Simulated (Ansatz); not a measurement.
# A convergence test on SnSe2 (P-3m1): k mesh of the hybrid

How far can the k mesh of the hybrid be lowered for the gap of SnSe2 (P-3m1)?

Main program and level: Ansatz 0.2.0; DFT, HSE06, plane waves, PAW; PAW set soft_1.

### Step 1. Set-up

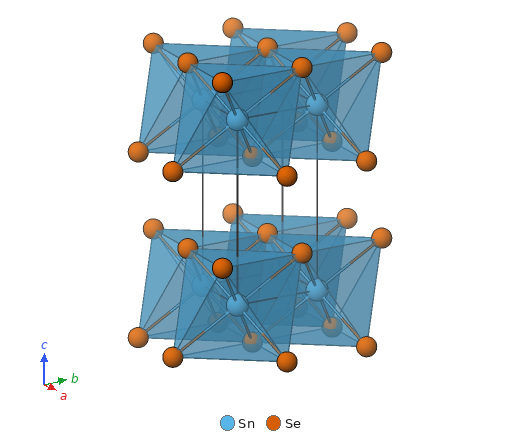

The starting structure, seen slightly off an axis (tin blue, selenium orange). Some periodic images of atoms are drawn too.

Geometry: measured cell, ions relaxed with PBE. The runs that relaxed it are not among those shown.

### Step 2. k mesh of the hybrid: 3×3×2

input.yaml

```yaml
crystal:
  lattice:
    - [3.811, 0.0, 0.0]
    - [-1.9055, 3.3004228138, 0.0]
    - [0.0, 0.0, 6.136]
  atoms:
    - { symbol: Sn, position: [0.0, 0.0, 0.0] }
    - { symbol: Se, position: [0.3333333333, 0.6666666667, 0.2614399677] }
    - { symbol: Se, position: [0.6666666667, 0.3333333333, 0.7385600323] }
kpoints:
  mp_grid: { grid: [3, 3, 2] }
  band_path:
    path:
      - [0.0, 0.0, 0.0]
      - [0.5, 0.0, 0.0]
      - [0.33333333, 0.33333333, 0.0]
      - [0.0, 0.0, 0.5]
      - [0.5, 0.0, 0.5]
      - [0.33333333, 0.33333333, 0.5]
      - [0.0833333333, 0.0833333333, 0.0]
      - [0.5, 0.0, 0.35]
    npoints: 1
hamiltonian:
  xc: hse06
  pseudopotentials: { kind: paw, azcp: { folder: soft_1 } }
scf:
  occupations: { method: fixed }
  n_extra_bands: 5
output:
  eigenvalues: true
  write_density: true
  write_potential: true
  elf: true
  volumetric_format: npy
```

The run is started by

```
> ansatz run input.yaml --threads 3 --pin off --max-ram 92160MiB --backend cuda --events-out ev --progress --plain --runs-dir out --devices 1 --max-vram 13GiB
```

Numbers of over 12 decimals in the logs are rounded to 6 here.

Log:

```text
scf.n_extra_bands = 5 over 23 filled bands (N_el = 46.0): the run solves 28 bands
exact exchange: scf.exx.singularity resolves to wigner_seitz, which cuts the screened interaction at the faces of the exchange supercell's Wigner-Seitz cell, so that each pair interacts once, at the shortest of its separations (the periodic images that this leaves out come, for a point-like exchange hole, to about 0.002 eV on a filled level). The cut falls within the interaction's reach, and what an exchange supercel [...]
GPUs: using 1 of 1 available (devices: 1).
Engine: ansatz 0.2.0, x86_64-unknown-linux-gnu
Pseudopotentials: kind: paw
Pseudopotential: Sn, paw, valence charge 14, recommended cutoff 420 eV (normal), soft_1/Sn.paw.azcp
Pseudopotential: Se, paw, valence charge 16, recommended cutoff 420 eV (normal), soft_1/Se.paw.azcp
Functional definition: HSE06
  parameter a = 0.25
  parameter omega = 0.11/bohr
  exchange = pbe_x - a*pbe_x_sr(omega) + a*exact_x_sr(omega)
  correlation = pbe_c
davidson cushion auto → on  (no smearing: the cushion is to keep the highest requested band from converging to the state above it; pin scf.eigensolver.cushion to override)
device memory: the entry about to start is reckoned to put 1.1 GiB on a device that reports 54.5 GiB free (of which the cap on the GPU budget leaves the run 13.0 GiB)
GPU FFT provider: cuFFT
GPU libraries: cuBLAS 13.8.2, cuFFT 12.4.0, cuSOLVER 12.3.4
Crystal: 3 atoms, lattice volume = 77.178 Å³
Basis set: ecut = 420 eV, 1485 PW (Γ)
Bands: 28, of which v1, the nominal top of the filled ones, is band 23 counted from 1 (22 counted from 0)
Symmetry: 12 space group operations
Space group: P-3m1 (ITA 164), of the structure as read, at distance tolerance 4.3e-5 Å
k-points: 6 of 18
Non-local potential: Sn, projectors of the file, l = 0: 2, l = 1: 2, l = 2: 2, l = 3: 1
Non-local potential: Se, projectors of the file, l = 0: 2, l = 1: 2, l = 2: 3, l = 3: 1
PAW form: soft (Blöchl's): semilocal exchange-correlation on the pseudo side does not see the compensation charge
PAW frozen core: Sn, regenerated for the run's functional, and the local potential with it (the file was generated under x = pbe(κ = 0.804, μ = 0.219515), c = pbe(β = 0.066725))
PAW frozen core: Se, regenerated for the run's functional, and the local potential with it (the file was generated under x = pbe(κ = 0.804, μ = 0.219515), c = pbe(β = 0.066725))
PAW one-centre angular grid: Sn, 590 points (default); XC on 64 Gauss nodes
PAW one-centre angular grid: Se, 590 points (default); XC on 64 Gauss nodes
Initial density: superposition of atomic densities (chi_scale 0.1, normalization cell, long waves kept (reshape's long-wave potential 0.10 eV rms))
Initial wavefunctions: pseudopotential atomic-orbital guess
GPU buffer pool allocated for 32805 grid points (all kernels)
GPU transforms: local potential and band sums: pruned to the plane-wave sphere, on 25×25×45
Functional: x = pbe(κ = 0.804, μ = 0.219515), c = pbe(β = 0.066725), warm-up for x = pbe(κ = 0.804, μ = 0.219515) + 0.25 (exact − pbe) at short range (hse, ω = 0.207870 Å⁻¹), c = pbe(β = 0.066725); HSE06 as pw.x's `hse` composes it (authors' and Libxc's form: `xc: wpbeh`)
SCF iter   1: F=—  HF=-16963.328892 eV  |F-HF|=—  |Δ(HF+E_count)|=         —  Δρ=3.32e-2  dr2=1.58e0  ethr=1.00e-1  ⟨swp⟩=6.5  Hψ=480  notcnv=0
preconditioner: auto → none  [insulator: Δε(μ)=0.728 eV  Ē_g=9.737 eV  n_scr=22 (ndim 8)  ℏωp=16.9 eV  f_vac=0.027]
SCF iter   2: F=—  HF=-16963.242490 eV  |F-HF|=—  |Δ(HF+E_count)|=   8.64e-2  Δρ=1.99e-2  dr2=9.19e-1  ethr=3.44e-3  ⟨swp⟩=4.3  Hψ=480  notcnv=0
iter 3 solved again at ethr=1.31e-4 eV; its pass at ethr=2.00e-3 eV (dr2=6.00e-2 eV) is discarded
SCF iter   3: F=—  HF=-16963.032480 eV  |F-HF|=—  |Δ(HF+E_count)|=   2.10e-1  Δρ=1.08e-2  dr2=5.99e-2  ethr=1.31e-4  ⟨swp⟩=2.5  Hψ=796  notcnv=0
SCF iter   4: F=—  HF=-16963.026478 eV  |F-HF|=—  |Δ(HF+E_count)|=   6.00e-3  Δρ=1.59e-3  dr2=1.14e-3  ethr=1.30e-4  ⟨swp⟩=3.0  Hψ=387  notcnv=0
[...]
SCF iter   1: F=—  HF=-16970.172413 eV  |F-HF|=—  |Δ(HF+E_count)|=         —  Δρ=5.39e-3  dr2=2.48e-2  ethr=2.22e-6  ⟨swp⟩=7.0  Hψ=786  notcnv=0
preconditioner: auto → none  [insulator: Δε(μ)=1.742 eV  Ē_g=11.159 eV  n_scr=22 (ndim 8)  ℏωp=16.9 eV  f_vac=0.064]
SCF iter   2: F=—  HF=-16970.158639 eV  |F-HF|=—  |Δ(HF+E_count)|=   1.38e-2  Δρ=2.02e-3  dr2=2.96e-3  ethr=2.22e-6  ⟨swp⟩=4.0  Hψ=646  notcnv=0
SCF iter   3: F=—  HF=-16970.170248 eV  |F-HF|=—  |Δ(HF+E_count)|=   1.16e-2  Δρ=1.19e-3  dr2=6.94e-4  ethr=2.22e-6  ⟨swp⟩=4.0  Hψ=599  notcnv=0
SCF iter   4: F=—  HF=-16970.170032 eV  |F-HF|=—  |Δ(HF+E_count)|=   2.15e-4  Δρ=2.48e-4  dr2=4.76e-5  ethr=1.39e-6  ⟨swp⟩=3.0  Hψ=389  notcnv=0
SCF iter   5: F=-16970.170232 eV  HF=-16970.170236 eV  |F-HF|=4.58e-6  |Δ(HF+E_count)|=   2.04e-4  Δρ=1.12e-4  dr2=1.05e-5  ethr=4.77e-8  ⟨swp⟩=4.0  Hψ=545  notcnv=0
SCF 2 stopped early in 5 iterations: F = -16970.170232 eV  dr2 = 1.05e-5
hybrid outer 1: dexx = +1.402e-2 eV, tail = 1.70e-4 eV
GPU FFT provider: cuFFT
GPU libraries: cuBLAS 13.8.2, cuFFT 12.4.0, cuSOLVER 12.3.4
GPU buffer pool allocated for 32805 grid points (all kernels)
GPU transforms: local potential and band sums: pruned to the plane-wave sphere, on 25×25×45
Exchange kernel: α = 0.2500, screened, ω = 0.2079 Å⁻¹, Wigner–Seitz truncation, v(0) = 956.7288 eV·Å³, q-mesh 3×3×2, nearest image of the exchange supercell L = 11.43 Å, pair-density grid 18×18×25, without the augmentation charges, whose exchange is taken in its separable form by FFT convolution over the k-point mesh (sized by the pseudopotential files, 24×24×45 at the most), smooth part of the exact exchange by density-matrix convolution in up to 731.1 MiB of GPU memory as planned if the GPU has room (build and FFT work areas not counted)
Frozen-core exchange: fock
SCF iter   1: F=—  HF=-16970.170280 eV  |F-HF|=—  |Δ(HF+E_count)|=         —  Δρ=6.04e-5  dr2=2.66e-6  ethr=1.85e-6  ⟨swp⟩=2.2  Hψ=374  notcnv=0
preconditioner: auto → none  [insulator: Δε(μ)=1.771 eV  Ē_g=11.154 eV  n_scr=22 (ndim 8)  ℏωp=16.9 eV  f_vac=0.067]
SCF iter   2: F=—  HF=-16970.170281 eV  |F-HF|=—  |Δ(HF+E_count)|=   1.80e-6  Δρ=3.17e-5  dr2=5.85e-7  ethr=5.38e-9  ⟨swp⟩=4.2  Hψ=669  notcnv=0
iter 3 solved again at ethr=3.69e-11 eV; its pass at ethr=8.82e-10 eV (dr2=1.70e-8 eV) is discarded
SCF iter   3: F=—  HF=-16970.170281 eV  |F-HF|=—  |Δ(HF+E_count)|=   1.45e-7  Δρ=4.04e-6  dr2=1.57e-7  ethr=3.69e-11  ⟨swp⟩=2.7  Hψ=905  notcnv=0
SCF iter   4: F=-16970.170282 eV  HF=-16970.170282 eV  |F-HF|=4.63e-8  |Δ(HF+E_count)|=   9.63e-7  Δρ=7.44e-6  dr2=6.22e-8  ethr=3.67e-11  ⟨swp⟩=5.0  Hψ=670  notcnv=0
SCF 3 converged in 4 iterations: F = -16970.170282 eV  dr2 = 6.22e-8
hybrid outer 2: dexx = +1.202e-6 eV, tail = 1.88e-7 eV, Δε = 4.16e-3 eV (about 3.16e-4 eV left of the loop's levels)
device memory: the entry about to start is reckoned to put 0.4 GiB on a device that reports 58.5 GiB free (of which the cap on the GPU budget leaves the run 13.0 GiB)
NSCF: frozen V_eff on 8 k-points
hybrid SCF converged: 2 outer / 9 inner (+5 warm-up), last move |dexx| = 1.20e-6 eV, tail = 1.88e-7 eV
Stability not checked: this state was not tested for a lower state beside it, because the functional holds exact exchange (a hybrid, or Hartree-Fock), whose exchange loop this test does not read (fock_operator; see scf.lower_state_search)
Free energy (F): -16970.170282 eV
Frozen-core exchange: fock
Harris-Foulkes:  -16970.170282 eV  (|F-HF|=4.63e-8)
Internal energy: -16970.170282 eV  (E = F + TS)
E sigma→0 (E₀):  -16970.170282 eV
Fermi energy:    7.323128 eV
--- Per-component energies (eV) ---
  E_band       = -990.361251
  E_kinetic    = 389.174847
  E_local      = -6543.189861  (includes V_loc(G=0)·N_el)
  E_nonlocal   = -569.239961
  E_hartree    = 3410.024387
  E_xc         = -238.297936
  E_vxc        = -209.570120  (∫ρ·V_xc dr)
  E_exx        = -173.033836  (= α·E_x^exact, valence–valence)
  E_paw        = -8519.536091  (= ΣΔE_a)
  E_vpaw       = -531.522976  (= ΣTr[D̂ρ^β])
  E_aug_tail   = -0.000475  (compensation charges beyond the density's cutoff)
  E_ewald      = -4724.188291
  E_core_change = -1.883066  (= ΣΔE_core)
  E_smearing   = -0.000000  (= −TS)
  E_closure    = 0.000000  (closes the sum)
  Σ components = -16970.170282   (vs F -16970.170282, Δ=0.00e0)
--- Band table (eV; the first three rows and the last of 6) ---
  k-point 0: bands = [... 19 lower, 6.8366, 7.0980, 7.0980, 7.3231, 9.2046, 11.4438, 13.0347, 13.0347, ... 1 higher]
  k-point 1: bands = [... 19 lower, 6.6900, 6.6900, 7.3225, 7.3225, 10.8765, 11.3231, 12.6781, 12.6781, ... 1 higher]
  k-point 2: bands = [... 19 lower, 4.2616, 5.0683, 6.7251, 7.2765, 9.6557, 12.1868, 13.5965, 13.8752, ... 1 higher]
  k-point 5: bands = [... 19 lower, 2.9169, 3.4100, 7.0423, 7.0423, 10.5211, 12.6059, 12.6059, 14.2556, ... 1 higher]
```

Run time: 17 s. Hardware: 1 × NVIDIA H100 80GB HBM3 (shared by 6 runs) with 3 threads of AMD EPYC 7R13 (Zen 3), shared host; peak memory 1.1 GiB.

In the SCF lines HF is the Harris–Foulkes energy and dr2 the Hartree energy of the density residual, in eV; the loop may stop once dr2 is under the threshold and the program's other checks hold. Hψ counts applications of the Hamiltonian.

This step gave:

| Item | Value |
| --- | --- |
| gap | 1.163 eV |
| valence top at | k = (0.083, 0.083, 0.000) |
| conduction bottom at | k = (0.500, 0.000, 0.350) |
| least direct gap | 1.881 eV |
| exact-exchange fraction | 0.25 |

The gap is indirect, with the least direct gap 0.72 eV higher.

### Step 3. k mesh of the hybrid: 6×6×2

input.yaml, as its differences from that of step 2:

```diff
@@ -10,3 +10,3 @@
 kpoints:
-  mp_grid: { grid: [3, 3, 2] }
+  mp_grid: { grid: [6, 6, 2] }
   band_path:
@@ -30,5 +30 @@
   eigenvalues: true
-  write_density: true
-  write_potential: true
-  elf: true
-  volumetric_format: npy
```

Log:

```text
[...]
GPUs: using 1 of 1 available (devices: 1).
[...]
GPU FFT provider: cuFFT
GPU libraries: cuBLAS 13.8.2, cuFFT 12.4.0, cuSOLVER 12.3.4
Crystal: 3 atoms, lattice volume = 77.178 Å³
Basis set: ecut = 420 eV, 1485 PW (Γ)
Bands: 28, of which v1, the nominal top of the filled ones, is band 23 counted from 1 (22 counted from 0)
[... 1 set-up line as in the run before ...]
[...]
k-points: 14 of 72
[...]
Fermi energy:    7.388525 eV
[...]
--- Band table (eV; the first three rows and the last of 14) ---
  k-point 0: bands = [... 19 lower, 6.8409, 7.0935, 7.0935, 7.2534, 9.1234, 11.3704, 13.0185, 13.0185, ... 1 higher]
  k-point 1: bands = [... 19 lower, 6.6881, 6.6881, 7.3229, 7.3229, 10.7987, 11.2528, 12.6627, 12.6627, ... 1 higher]
  k-point 2: bands = [... 19 lower, 5.7916, 5.9596, 7.3275, 7.3885, 10.3790, 11.9961, 13.0785, 13.4151, ... 1 higher]
  k-point 13: bands = [... 19 lower, 2.8700, 3.3729, 6.9847, 6.9847, 10.4904, 12.5809, 12.5809, 14.2410, ... 1 higher]
[key lines of the parts left out:]
Free energy (F): -16970.549780 eV
```

Elapsed: 27 s, on 1 × NVIDIA H100 80GB HBM3 (shared by 6 runs) with 3 threads; peak memory 1.2 GiB; 24 s of CPU time.

This step gave:

```yaml
gap: 1.166 eV
valence_top_at: k = (0.083, 0.083, 0.000)
conduction_bottom_at: k = (0.500, 0.000, 0.350)
least_direct_gap: 1.870 eV
```

The gap is 1.166 eV, +0.003 eV from the run before at this level.

### Step 4. k mesh of the hybrid: 6×6×4

input.yaml, as its differences from that of step 3:

```diff
@@ -10,3 +10,3 @@
 kpoints:
-  mp_grid: { grid: [6, 6, 2] }
+  mp_grid: { grid: [6, 6, 4] }
   band_path:
@@ -30 +30,5 @@
   eigenvalues: true
+  write_density: true
+  write_potential: true
+  elf: true
+  volumetric_format: npy
```

Log:

```text
[...]
GPUs: using 1 of 1 available (devices: 1).
[...]
GPU FFT provider: cuFFT
GPU libraries: cuBLAS 13.8.2, cuFFT 12.4.0, cuSOLVER 12.3.4
Crystal: 3 atoms, lattice volume = 77.178 Å³
Basis set: ecut = 420 eV, 1485 PW (Γ)
Bands: 28, of which v1, the nominal top of the filled ones, is band 23 counted from 1 (22 counted from 0)
[... 1 set-up line as in the run before ...]
[...]
k-points: 24 of 144
[...]
Fermi energy:    7.395723 eV
[...]
--- Band table (eV; the first three rows and the last of 24) ---
  k-point 0: bands = [... 19 lower, 6.8412, 7.0942, 7.0942, 7.2588, 9.1208, 11.3697, 13.0190, 13.0190, ... 1 higher]
  k-point 1: bands = [... 19 lower, 6.7469, 6.7469, 7.2266, 7.2266, 10.0953, 11.3597, 12.8345, 12.8345, ... 1 higher]
  k-point 2: bands = [... 19 lower, 6.6889, 6.6889, 7.3241, 7.3241, 10.7994, 11.2522, 12.6630, 12.6630, ... 1 higher]
  k-point 23: bands = [... 19 lower, 2.8716, 3.3724, 6.9866, 6.9866, 10.4906, 12.5820, 12.5820, 14.2403, ... 1 higher]
[key lines of the parts left out:]
Free energy (F): -16970.542760 eV
```

Wall time 33 s (1 × NVIDIA H100 80GB HBM3 (shared by 6 runs) with 3 threads); peak memory 1.4 GiB.

This step gave:

```
gap                  : 1.165 eV
valence top at       : k = (0.083, 0.083, 0.000)
conduction bottom at : k = (0.500, 0.000, 0.350)
least direct gap     : 1.851 eV
```

The gap is 1.165 eV, −0.001 eV from the run before at this level.

### Step 5. The series

Differences are against the last row; a negative gap means that bands overlap, and a run with a band path holds that path's time. Times are wall times on 1 × NVIDIA H100 80GB HBM3 (shared by 6 runs) with 3 threads of AMD EPYC 7R13 (Zen 3), shared host, good to a factor of about two.

| k mesh of the hybrid | gap (eV) | direct gap (eV) | gap error (eV) | energy error (meV/atom) | irreducible k | time |
| --- | --- | --- | --- | --- | --- | --- |
| 3×3×2 | 1.163 | 1.881 | −0.002 | +124.2 | 6 | 17 s |
| 6×6×2 | 1.166 | 1.870 | +0.001 | −2.3 | 14 | 27 s |
| 6×6×4 | 1.165 | 1.851 | +0.000 | +0.0 | 24 | 33 s |

### Step 6. What came out

```json
{
 "3×3×2": "1.163 eV",
 "6×6×2": "1.166 eV",
 "6×6×4": "1.165 eV"
}
```

The gap holds to 0.02 eV from 3×3×2 on, the cheapest setting tried. At 3×3×2 the gap is off by −0.002 eV and the energy by +124 meV/atom. The gap is read over the mesh and added points near the edges, so meshes differ mainly through the density and, for a hybrid, the exchange operator.

[Paths, hosts, dates, memory and timing lines, banners, echoed tables and standing remarks are left out of the program output.]

[Logs are printed without paths, hosts, clocks, repeated set-up lines and the standing remarks that a program may print on its own settings, such as how far it seeks lower states.]

[Runs of the session that timed out or met a known fault of the program may be left out.]

[Cells called generated may have been cut or substituted from an entry of the Crystallography Open Database or the Materials Project.]

[Hosts, paths, dates, database ids (printed as entryN), source tags and the programs' standing remarks are cut or masked in the printed files.]
